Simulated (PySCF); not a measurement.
SMILES C[S] (CH3S), doublet at its PBE0/def2-SVP optimised geometry (Å):

```
5

C     -0.3876    -0.2714     0.0000
S     -0.8983    -1.1428     1.4755
H     -0.7170    -0.7785    -0.9194
H     -0.7174     0.7785     0.0000
H      0.7174    -0.2714     0.0000
```

Method: PySCF 2.14.0 with unrestricted PBE0/def2-TZVP. Cells within 0.4 Å of a nucleus heavier than hydrogen are left out (blank, or x).

Map of the Laplacian of the electron density (e/bohr⁵), clipped to [-1.50, 1.50] on the plane z = 0.0 Å:

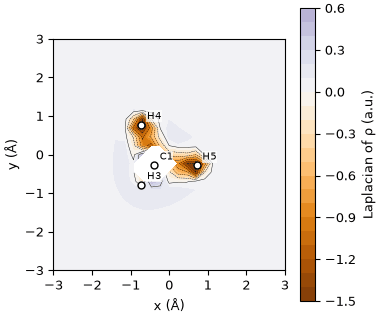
Figure. Laplacian of the electron density (e/bohr⁵), clipped to [-1.50, 1.50] on the plane z = 0.0 Å.
